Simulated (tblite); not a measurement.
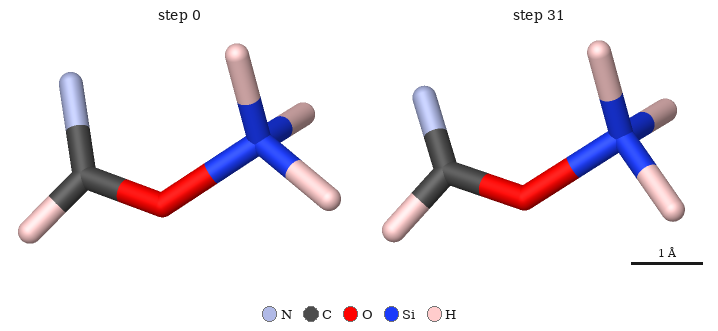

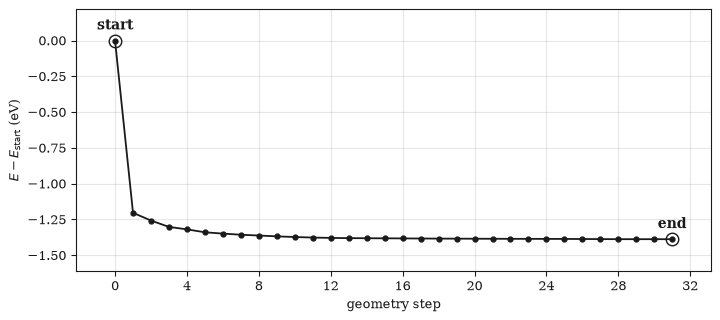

First and last geometry of a relaxation of CH4NOSi (multiplicity 2), with the history of the run. A stick model, seen at a tilt.

The calculation used GFN2-xTB geometry optimisation, gas phase in tblite 0.8.0. 

### What do the curves and the structures tell?

It converged. Over 31 geometry steps the energy falls by 1.388 eV. The largest move after the best rigid fit is that of an H atom, 0.26 Å. By element the largest moves are H 0.26 Å, N 0.21 Å, O 0.11 Å, Si 0.08 Å, C 0.08 Å. Among the contacts that change: C–N 1.457 → 1.224 Å, H–Si 1.489 → 1.459 Å, O–Si 1.668 → 1.653 Å, C–H 1.098 → 1.112 Å. Bond angles that change, for instance: O–Si–H 109.3° → 96.8°, N–C–O 126.1° → 132.6°, H–Si–H 108.5° → 114.5°.

| step | E − E(0), eV |
| --- | --- |
| 0 | 0.0000 |
| 1 | -1.2035 |
| 2 | -1.2577 |
| 3 | -1.3021 |
| 4 | -1.3191 |
| 5 | -1.3397 |
| 6 | -1.3489 |
| 7 | -1.3567 |
| 8 | -1.3623 |
| 9 | -1.3681 |
| 10 | -1.3726 |
| 11 | -1.3764 |
| 12 | -1.3789 |
| 13 | -1.3804 |
| 14 | -1.3812 |
| 16 | -1.3824 |
| 17 | -1.3831 |
| 18 | -1.3838 |
| 19 | -1.3842 |
| 20 | -1.3846 |
| 21 | -1.3850 |
| 22 | -1.3853 |
| 23 | -1.3855 |
| 24 | -1.3857 |
| 25 | -1.3860 |
| 27 | -1.3872 |
| 28 | -1.3876 |
| 29 | -1.3878 |
| 30 | -1.3878 |
| 31 | -1.3878 |
